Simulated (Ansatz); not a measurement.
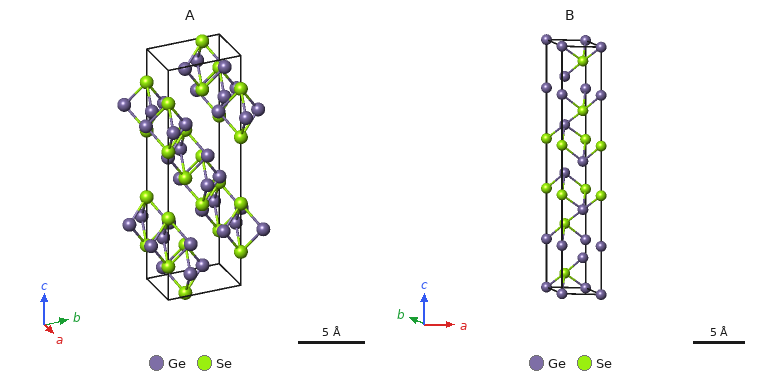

Two structures of Ge3Se2, each relaxed to rest (conventional cells in solid outline, small ones repeated, not to one scale). Method: DFT PBE, scalar-relativistic, plane waves, PAW (Ansatz), without spin polarisation.

Characterise the two forms.

A: 30 atoms a cell on a rhombohedral (trigonal R) lattice, R-3c. B: 15 atoms a cell on a rhombohedral (trigonal R) lattice, R-3m.

Which polymorph is favoured?

B is lower, by 214 meV/atom at this level of theory (energies at zero smearing). Volumes: A 29.5, B 21.5 Å³/atom.

One or both may be structure types tried for this composition rather than known phases.
